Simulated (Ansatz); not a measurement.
**Molecular dynamics of BSi2NH7F (part 1 of 2)**

System: BSi2NH7F.
Method: UKS B3LYP-D4/STO-3G (Ansatz 0.2.0).

The run did not end well. One setting was made poor on purpose. It belongs to a series of runs on one base structure; here: dynamics from the start.

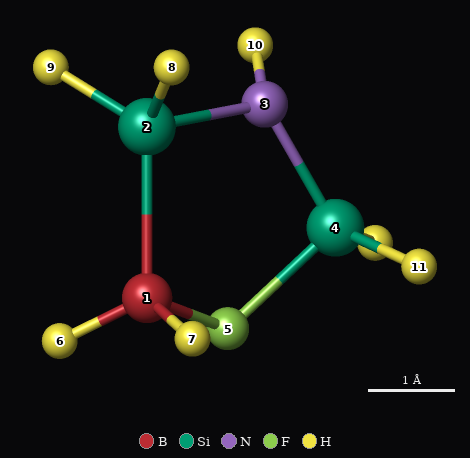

**Figure 1.** The starting structure (ball-and-stick view, seen at a tilt; atoms are numbered from 1 in the order of the input).

### Input
```yaml
crystal:
  periodic: [false, false, false]
  atoms:
    - { symbol: B, position_ang: [-1.028684, 1.113277, 0.142139] }
    - { symbol: Si, position_ang: [-0.046046, -0.079319, 1.410121] }
    - { symbol: "N", position_ang: [0.959397, -0.960542, 0.207859] }
    - { symbol: Si, position_ang: [0.501225, -0.622062, -1.39499] }
    - { symbol: F, position_ang: [-0.235116, 0.950409, -1.200315] }
    - { symbol: H, position_ang: [-0.959605, 2.260591, 0.374378] }
    - { symbol: H, position_ang: [-2.113121, 0.739446, -0.116079] }
    - { symbol: H, position_ang: [-0.798434, -1.054159, 2.177832] }
    - { symbol: H, position_ang: [0.89857, 0.517667, 2.333599] }
    - { symbol: H, position_ang: [1.973385, -1.075841, 0.395601] }
    - { symbol: H, position_ang: [-0.632006, -1.356246, -1.918685] }
    - { symbol: H, position_ang: [1.557337, -0.488422, -2.37746] }
magnetization:
  spin_polarized: true
basis:
  gaussian: { orbitals: STO-3G }
hamiltonian:
  xc: b3lyp
  dispersion: d4
md:
  timestep: 3.0
  n_steps: 120
  ensemble: nve
  temperature: 2000.0
  initial_velocities: maxwell_boltzmann
  seed: 540289
```

Run as:
```bash
ansatz run input.yaml --threads 1 --pin off --max-ram 2048MiB --backend cpu --events-out ev --progress --plain --runs-dir out
```

### What the program printed
```
Engine: ansatz 0.2.0, aarch64-unknown-linux-gnu
Functional definition: B3LYP
  parameter a0 = 0.2
  parameter ax = 0.72
  parameter ac = 0.81
  exchange = (1 - a0 - ax)*slater_x + ax*b88_x + a0*exact_x
  correlation = (1 - ac)*vwn_rpa_c + ac*lyp_c
557 factors; integrals over basis functions are off by at most 1.2e-5 eV
mean field evaluation 1: about -20501.5955 eV, gradient 2.2e1 eV
mean field evaluation 2: about -20499.2760 eV, gradient 3.1e1 eV
mean field evaluation 4: about -20504.7374 eV, gradient 8.0e-1 eV
mean field evaluation 8: about -20504.6962 eV, gradient 1.1e-2 eV
mean field -20504.69618685 eV, -753.5336862846 hartree, gradient 8.3e-5 eV, S^2 0.000000; 0 other end points of the search recorded, 0 dependent functions left out
the calculation of the forces begins
reference -20504.69638253 eV, -753.5336934755 hartree; 28, 28 occupied and 12, 12 virtual orbitals, 557 factors
md step     0: t =     0.00 fs  T =  2000.0 K  F+E_penalty+E_count = -20505.18333767 eV  E_kin = 2.585200 eV  conserved = -20502.59813769 eV  (22 SCF iters)
these checks for a lower state are left out or cut short: starts, cluster_reference, orbital_swaps, neighbouring_geometries, increment
557 factors; integrals over basis functions are off by at most 1.6e-5 eV
mean field evaluation 16: about -20503.0272 eV, gradient 2.4e-1 eV
mean field -20503.02807830 eV, -753.4723844260 hartree, gradient 1.2e-5 eV, S^2 0.000000; 0 other end points of the search recorded, 0 dependent functions left out
the calculation of the forces begins
reference -20503.02827645 eV, -753.4723917078 hartree; 28, 28 occupied and 12, 12 virtual orbitals, 557 factors
md step     1: t =     3.00 fs  T =  1251.8 K  F+E_penalty+E_count = -20503.51623554 eV  E_kin = 1.618055 eV  conserved = -20501.89818093 eV  (26 SCF iters, 15 dispersion substeps)
[... from here on the SCF iterations and repeated set-up lines of each step are left out, up to the last step ...]
md step     2: t =     6.00 fs  T =  1107.1 K  F+E_penalty+E_count = -20503.20452565 eV  E_kin = 1.431048 eV  conserved = -20501.77347735 eV  (26 SCF iters, 15 dispersion substeps)
md step     3: t =     9.00 fs  T =  1009.7 K  F+E_penalty+E_count = -20499.58131673 eV  E_kin = 1.305149 eV  conserved = -20498.27616810 eV  (28 SCF iters, 15 dispersion substeps)
md step     4: t =    12.00 fs  T =  2522.8 K  F+E_penalty+E_count = -20499.08635002 eV  E_kin = 3.260977 eV  conserved = -20495.82537322 eV  (33 SCF iters, 15 dispersion substeps)
md step     5: t =    15.00 fs  T =  2148.8 K  F+E_penalty+E_count = -20497.16349604 eV  E_kin = 2.777476 eV  conserved = -20494.38602038 eV  (34 SCF iters, 15 dispersion substeps)
md step     6: t =    18.00 fs  T = 13237.9 K  F+E_penalty+E_count = -20496.06164637 eV  E_kin = 17.111374 eV  conserved = -20478.95027183 eV  (124 SCF iters, 17 dispersion substeps)
md step     7: t =    21.00 fs  T = 13711.1 K  F+E_penalty+E_count = -20497.27545206 eV  E_kin = 17.722916 eV  conserved = -20479.55253494 eV  (40 SCF iters, 55 dispersion substeps)
md step     8: t =    24.00 fs  T = 98878.0 K  F+E_penalty+E_count = -20476.92723313 eV  E_kin = 127.809740 eV  conserved = -20349.11749208 eV  (39 SCF iters, 55 dispersion substeps)
md step     9: t =    27.00 fs  T = 397025.3 K  F+E_penalty+E_count = -20486.79627651 eV  E_kin = 513.194935 eV  conserved = -19973.60134022 eV  (83 SCF iters, 113 dispersion substeps)
md step    10: t =    30.00 fs  T = 396105.7 K  F+E_penalty+E_count = -20486.18651338 eV  E_kin = 512.006195 eV  conserved = -19974.18031747 eV  (143 SCF iters, 161 dispersion substeps)
md step    11: t =    33.00 fs  T = 395024.6 K  F+E_penalty+E_count = -20483.96740869 eV  E_kin = 510.608788 eV  conserved = -19973.35861950 eV  (101 SCF iters, 161 dispersion substeps)
md step    12: t =    36.00 fs  T = 394624.7 K  F+E_penalty+E_count = -20485.15891354 eV  E_kin = 510.091867 eV  conserved = -19975.06704522 eV  (96 SCF iters, 161 dispersion substeps)
md step    13: t =    39.00 fs  T = 394551.3 K  F+E_penalty+E_count = -20484.59821981 eV  E_kin = 509.996985 eV  conserved = -19974.66073668 eV  (133 SCF iters, 161 dispersion substeps)
md step    14: t =    42.00 fs  T = 394896.3 K  F+E_penalty+E_count = -20484.89858117 eV  E_kin = 510.442915 eV  conserved = -19974.59672404 eV  (140 SCF iters, 161 dispersion substeps)
md step    15: t =    45.00 fs  T = 395329.3 K  F+E_penalty+E_count = -20484.96450607 eV  E_kin = 511.002681 eV  conserved = -19974.10584803 eV  (203 SCF iters, 161 dispersion substeps)
md step    16: t =    48.00 fs  T = 394733.4 K  F+E_penalty+E_count = -20483.35046993 eV  E_kin = 510.232330 eV  conserved = -19973.38187138 eV  (245 SCF iters, 161 dispersion substeps)
md step    17: t =    51.00 fs  T = 393491.8 K  F+E_penalty+E_count = -20481.72426653 eV  E_kin = 508.627452 eV  conserved = -19973.36054591 eV  (144 SCF iters, 161 dispersion substeps)
md step    18: t =    54.00 fs  T = 393807.2 K  F+E_penalty+E_count = -20482.21805962 eV  E_kin = 509.035242 eV  conserved = -19973.44654916 eV  (172 SCF iters, 161 dispersion substeps)
md step    19: t =    57.00 fs  T = 394238.2 K  F+E_penalty+E_count = -20482.02821081 eV  E_kin = 509.592231 eV  conserved = -19972.69971175 eV  (546 SCF iters, 161 dispersion substeps)
md step    20: t =    60.00 fs  T = 395955.7 K  F+E_penalty+E_count = -20482.62301519 eV  E_kin = 511.812305 eV  conserved = -19971.08419650 eV  (327 SCF iters, 161 dispersion substeps)
md step    21: t =    63.00 fs  T = 394208.2 K  F+E_penalty+E_count = -20480.14943929 eV  E_kin = 509.553578 eV  conserved = -19970.87365807 eV  (601 SCF iters, 161 dispersion substeps)
md step    22: t =    66.00 fs  T = 392916.4 K  F+E_penalty+E_count = -20478.39637450 eV  E_kin = 507.883681 eV  conserved = -19970.79048977 eV  (125 SCF iters, 161 dispersion substeps)
md step    23: t =    69.00 fs  T = 393383.9 K  F+E_penalty+E_count = -20479.04569423 eV  E_kin = 508.487972 eV  conserved = -19970.83551879 eV  (115 SCF iters, 161 dispersion substeps)
md step    24: t =    72.00 fs  T = 395391.8 K  F+E_penalty+E_count = -20481.52340140 eV  E_kin = 511.083499 eV  conserved = -19970.71770028 eV  (484 SCF iters, 161 dispersion substeps)
md step    25: t =    75.00 fs  T = 397612.1 K  F+E_penalty+E_count = -20478.04089351 eV  E_kin = 513.953437 eV  conserved = -19964.36429722 eV  (388 SCF iters, 161 dispersion substeps)
md step    26: t =    78.00 fs  T = 416613.4 K  F+E_penalty+E_count = -20479.70261860 eV  E_kin = 538.514482 eV  conserved = -19941.46497720 eV  (441 SCF iters, 161 dispersion substeps)
md step    27: t =    81.00 fs  T = 416057.2 K  F+E_penalty+E_count = -20479.03891462 eV  E_kin = 537.795529 eV  conserved = -19941.52022599 eV  (251 SCF iters, 157 dispersion substeps)
md step    28: t =    84.00 fs  T = 415660.5 K  F+E_penalty+E_count = -20478.33991254 eV  E_kin = 537.282780 eV  conserved = -19941.33397337 eV  (79 SCF iters, 157 dispersion substeps)
md step    29: t =    87.00 fs  T = 416232.1 K  F+E_penalty+E_count = -20479.20366713 eV  E_kin = 538.021641 eV  conserved = -19941.45886630 eV  (54 SCF iters, 157 dispersion substeps)
md step    30: t =    90.00 fs  T = 416988.5 K  F+E_penalty+E_count = -20480.24847774 eV  E_kin = 538.999283 eV  conserved = -19941.52603474 eV  (334 SCF iters, 157 dispersion substeps)
md step    31: t =    93.00 fs  T = 417765.1 K  F+E_penalty+E_count = -20481.00085612 eV  E_kin = 540.003105 eV  conserved = -19941.27459155 eV  (193 SCF iters, 157 dispersion substeps)
md step    32: t =    96.00 fs  T = 416998.7 K  F+E_penalty+E_count = -20479.91737949 eV  E_kin = 539.012510 eV  conserved = -19941.18170991 eV  (237 SCF iters, 157 dispersion substeps)
md step    33: t =    99.00 fs  T = 415821.7 K  F+E_penalty+E_count = -20478.27649015 eV  E_kin = 537.491109 eV  conserved = -19941.06222201 eV  (95 SCF iters, 159 dispersion substeps)
md step    34: t =   102.00 fs  T = 415173.0 K  F+E_penalty+E_count = -20477.37632930 eV  E_kin = 536.652606 eV  conserved = -19941.00056377 eV  (54 SCF iters, 159 dispersion substeps)
md step    35: t =   105.00 fs  T = 416156.7 K  F+E_penalty+E_count = -20478.81049959 eV  E_kin = 537.924191 eV  conserved = -19941.16314896 eV  (73 SCF iters, 159 dispersion substeps)
md step    36: t =   108.00 fs  T = 416672.8 K  F+E_penalty+E_count = -20479.67881595 eV  E_kin = 538.591275 eV  conserved = -19941.36438121 eV  (340 SCF iters, 159 dispersion substeps)
md step    37: t =   111.00 fs  T = 416548.0 K  F+E_penalty+E_count = -20479.73153090 eV  E_kin = 538.429902 eV  conserved = -19941.57846952 eV  (280 SCF iters, 159 dispersion substeps)
md step    38: t =   114.00 fs  T = 415372.9 K  F+E_penalty+E_count = -20477.87525612 eV  E_kin = 536.910952 eV  conserved = -19941.24114493 eV  (147 SCF iters, 159 dispersion substeps)
md step    39: t =   117.00 fs  T = 414442.1 K  F+E_penalty+E_count = -20476.67421482 eV  E_kin = 535.707813 eV  conserved = -19941.24324263 eV  (50 SCF iters, 159 dispersion substeps)
md step    40: t =   120.00 fs  T = 414418.2 K  F+E_penalty+E_count = -20476.65625619 eV  E_kin = 535.676993 eV  conserved = -19941.25610371 eV  (50 SCF iters, 159 dispersion substeps)
md step    41: t =   123.00 fs  T = 415407.0 K  F+E_penalty+E_count = -20477.96452127 eV  E_kin = 536.955025 eV  conserved = -19941.28633640 eV  (530 SCF iters, 159 dispersion substeps)
md step    42: t =   126.00 fs  T = 416341.5 K  F+E_penalty+E_count = -20479.10722328 eV  E_kin = 538.162960 eV  conserved = -19941.22110433 eV  (250 SCF iters, 159 dispersion substeps)
md step    43: t =   129.00 fs  T = 416307.0 K  F+E_penalty+E_count = -20479.45560941 eV  E_kin = 538.118378 eV  conserved = -19941.61407221 eV  (203 SCF iters, 159 dispersion substeps)
md step    44: t =   132.00 fs  T = 415974.9 K  F+E_penalty+E_count = -20478.87053614 eV  E_kin = 537.689109 eV  conserved = -19941.45826805 eV  (99 SCF iters, 159 dispersion substeps)
md step    45: t =   135.00 fs  T = 415756.5 K  F+E_penalty+E_count = -20478.29466893 eV  E_kin = 537.406787 eV  conserved = -19941.16472211 eV  (43 SCF iters, 159 dispersion substeps)
md step    46: t =   138.00 fs  T = 416415.7 K  F+E_penalty+E_count = -20479.17688236 eV  E_kin = 538.258956 eV  conserved = -19941.19476677 eV  (52 SCF iters, 159 dispersion substeps)
md step    47: t =   141.00 fs  T = 416837.6 K  F+E_penalty+E_count = -20479.86177639 eV  E_kin = 538.804282 eV  conserved = -19941.33433549 eV  (324 SCF iters, 159 dispersion substeps)
md step    48: t =   144.00 fs  T = 417200.4 K  F+E_penalty+E_count = -20479.95039382 eV  E_kin = 539.273251 eV  conserved = -19940.95398329 eV  (231 SCF iters, 159 dispersion substeps)
md step    49: t =   147.00 fs  T = 416457.5 K  F+E_penalty+E_count = -20479.14620003 eV  E_kin = 538.312985 eV  conserved = -19941.11005563 eV  (270 SCF iters, 159 dispersion substeps)
md step    50: t =   150.00 fs  T = 415280.2 K  F+E_penalty+E_count = -20477.62036881 eV  E_kin = 536.791243 eV  conserved = -19941.10596696 eV  (100 SCF iters, 159 dispersion substeps)
md step    51: t =   153.00 fs  T = 414831.6 K  F+E_penalty+E_count = -20476.92043257 eV  E_kin = 536.211326 eV  conserved = -19940.98594751 eV  (65 SCF iters, 159 dispersion substeps)
md step    52: t =   156.00 fs  T = 415070.4 K  F+E_penalty+E_count = -20477.25278004 eV  E_kin = 536.519992 eV  conserved = -19941.00962885 eV  (509 SCF iters, 159 dispersion substeps)
md step    53: t =   159.00 fs  T = 415612.9 K  F+E_penalty+E_count = -20478.24640225 eV  E_kin = 537.221285 eV  conserved = -19941.30195796 eV  (225 SCF iters, 159 dispersion substeps)
md step    54: t =   162.00 fs  T = 414912.5 K  F+E_penalty+E_count = -20477.32730687 eV  E_kin = 536.315841 eV  conserved = -19941.28830644 eV  (186 SCF iters, 159 dispersion substeps)
md step    55: t =   165.00 fs  T = 414185.3 K  F+E_penalty+E_count = -20476.48817036 eV  E_kin = 535.375891 eV  conserved = -19941.38911994 eV  (135 SCF iters, 159 dispersion substeps)
md step    56: t =   168.00 fs  T = 413475.1 K  F+E_penalty+E_count = -20475.40858118 eV  E_kin = 534.457971 eV  conserved = -19941.22745108 eV  (48 SCF iters, 159 dispersion substeps)
md step    57: t =   171.00 fs  T = 414017.3 K  F+E_penalty+E_count = -20476.19719285 eV  E_kin = 535.158781 eV  conserved = -19941.31525215 eV  (51 SCF iters, 159 dispersion substeps)
md step    58: t =   174.00 fs  T = 415165.7 K  F+E_penalty+E_count = -20477.86288471 eV  E_kin = 536.643205 eV  conserved = -19941.49652038 eV  (321 SCF iters, 159 dispersion substeps)
md step    59: t =   177.00 fs  T = 415903.5 K  F+E_penalty+E_count = -20478.59027159 eV  E_kin = 537.596893 eV  conserved = -19941.27021966 eV  (245 SCF iters, 159 dispersion substeps)
md step    60: t =   180.00 fs  T = 415330.2 K  F+E_penalty+E_count = -20477.99751526 eV  E_kin = 536.855835 eV  conserved = -19941.41852048 eV  (297 SCF iters, 159 dispersion substeps)
md step    61: t =   183.00 fs  T = 414483.3 K  F+E_penalty+E_count = -20476.77740577 eV  E_kin = 535.761058 eV  conserved = -19941.29318843 eV  (62 SCF iters, 159 dispersion substeps)
md step    62: t =   186.00 fs  T = 414813.2 K  F+E_penalty+E_count = -20477.31969898 eV  E_kin = 536.187556 eV  conserved = -19941.40898368 eV  (52 SCF iters, 159 dispersion substeps)
md step    63: t =   189.00 fs  T = 415383.7 K  F+E_penalty+E_count = -20478.00496125 eV  E_kin = 536.924947 eV  conserved = -19941.35685501 eV  (68 SCF iters, 159 dispersion substeps)
md step    64: t =   192.00 fs  T = 415899.6 K  F+E_penalty+E_count = -20478.94182060 eV  E_kin = 537.591773 eV  conserved = -19941.62688852 eV  (575 SCF iters, 159 dispersion substeps)
md step    65: t =   195.00 fs  T = 415869.8 K  F+E_penalty+E_count = -20478.73281921 eV  E_kin = 537.553359 eV  conserved = -19941.45630077 eV  (205 SCF iters, 151 dispersion substeps)
these checks for a lower state are left out or cut short: starts, cluster_reference, orbital_swaps, neighbouring_geometries, increment
518 factors; integrals over basis functions are off by at most 1.8e-5 eV
mean field evaluation 2272: about -20477.6670 eV, gradient 3.3e-1 eV
mean field evaluation 2304: about -20477.6896 eV, gradient 1.9e-5 eV
mean field -20477.68956306 eV, -752.5412111661 hartree, gradient 4.6e-10 eV, S^2 2.404361; 0 other end points of the search recorded, 0 dependent functions left out
the calculation of the forces begins
reference -20477.69002056 eV, -752.5412279788 hartree; 28, 28 occupied and 12, 12 virtual orbitals, 518 factors
md step    66: t =   198.00 fs  T = 415376.7 K  F+E_penalty+E_count = -20477.97839579 eV  E_kin = 536.915854 eV  conserved = -19941.33938235 eV  (332 SCF iters, 151 dispersion substeps)
```

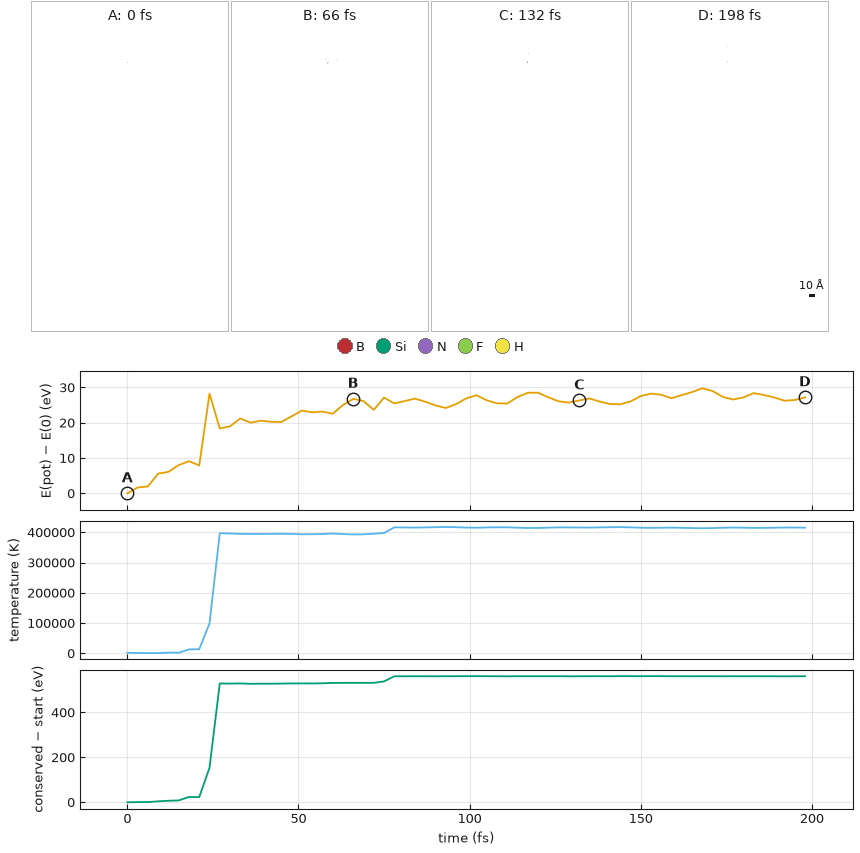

**Figure 2.** Frames of the molecular dynamics (ball-and-stick, seen at a tilt) above the curves, on which the letters mark them. The trajectory kept here has 67 frames over 198 fs. The temperature starts at 2000 K, ranges from 1010 to 417765 K and averages 415497 K over the second half. The potential energy ends 27.205 eV above its first value. The conserved quantity stays within 560 eV. After an unweighted best fit of the last frame on the first, the root-mean-square displacement is 150.37 Å, and H6 has moved furthest (482.63 Å).
